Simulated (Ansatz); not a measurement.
# ClFHOSi$_{2}$ (charge +1): what the fields show

Input file:

```
crystal:
  periodic: [false, false, false]
  atoms:
    - {symbol: Cl, position_ang: [2.956064, -1.379678, 2.515300]}
    - {symbol: F, position_ang: [0.221734, -0.287341, 3.062203]}
    - {symbol: O, position_ang: [1.702604, 1.136985, 1.493772]}
    - {symbol: Si, position_ang: [1.273407, -0.515846, 1.884588]}
    - {symbol: Si, position_ang: [2.034959, 2.660685, 1.305369]}
    - {symbol: H, position_ang: [0.670136, -1.072031, 0.670827]}
basis:
  gaussian:
    orbitals: def2-TZVPD
total_charge: 1
hamiltonian:
  xc: {name: PBE0}
output: {forces: true, orbitals: {seedname: orbitals}}
```

Run with:

```sh
ansatz run input.yaml --threads 1 --pin off --max-ram 2610MiB --events-out events.jsonl --progress --plain --runs-dir runs
```

Geometry: PBE0-D3(BJ)/pcseg-1.

Level of theory: isolated molecule in a Gaussian basis; Kohn-Sham density functional theory, functional PBE0 in Ansatz.

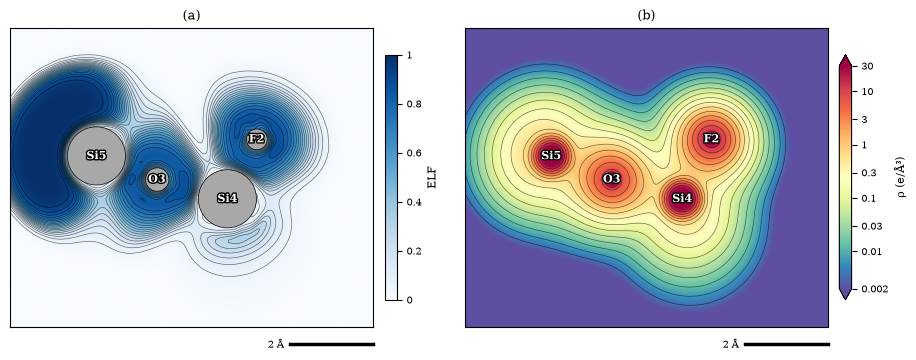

Figure 1. (a) electron localisation function; (b) electron density on the plane of atoms F2, Si4 and O3. Grey discs cover the atomic cores in the ELF map.

Describe what can be read from this map.

Answer.
- Atoms in the plane: F, O and Si.
- Si–O (1.57 Å): ρ at the midpoint is about 1.3 e/Å³; the ELF peaks at about 0.85 between the atoms (a short, strongly polar bond).
- Si–F (1.60 Å): the density is about 1.2 e/Å³ at the midpoint; the ELF peaks at about 0.85 in the valence shell of F, 0.6 Å from its nucleus, and is about 0.50 at the midpoint.
- Si–O (1.75 Å): ρ at the midpoint is about 0.89 e/Å³; the ELF peaks at about 0.90 between the atoms (a polar covalent bond).
- The ELF also peaks beside O3, Si5 and F2, away from the bonds: lone-pair regions.

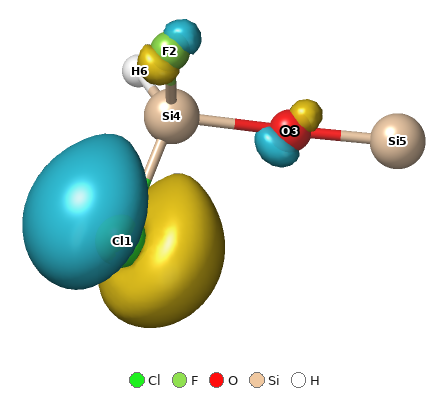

Figure 2. The HOMO−1 at ±0.15 Å⁻³ᐟ² (yellow and cyan are the two phases), seen across its widest extent.

Where does this orbital lie, and at what energy?

Answer. Its weight (Hirshfeld) is mainly on Cl1 (about 85 %); largely a lone pair of Cl1. Its energy is −14.24 eV.

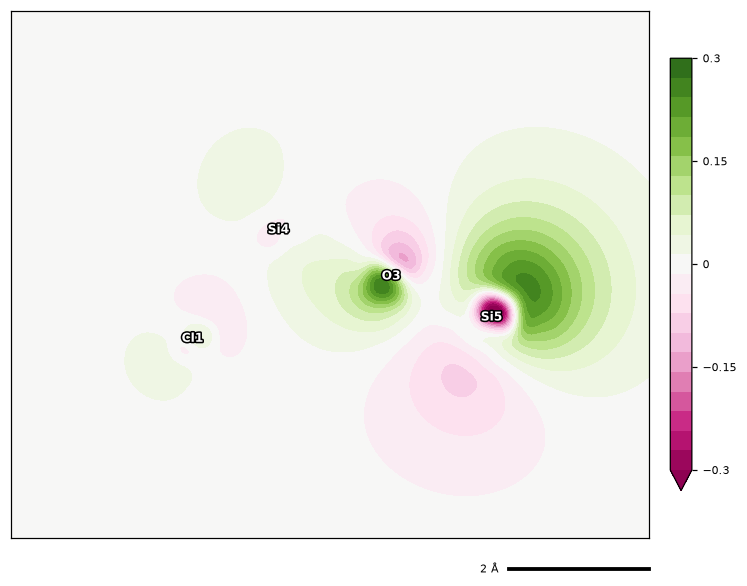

Figure 3. The LUMO on the plane of atoms Cl1, Si4 and O3 (values in Å⁻³ᐟ²; the overall sign is arbitrary).

What is the character of this orbital?

Answer. It lies mainly on Si5 (about 85 %) and O3 (about 10 %). Its energy is −8.42 eV.
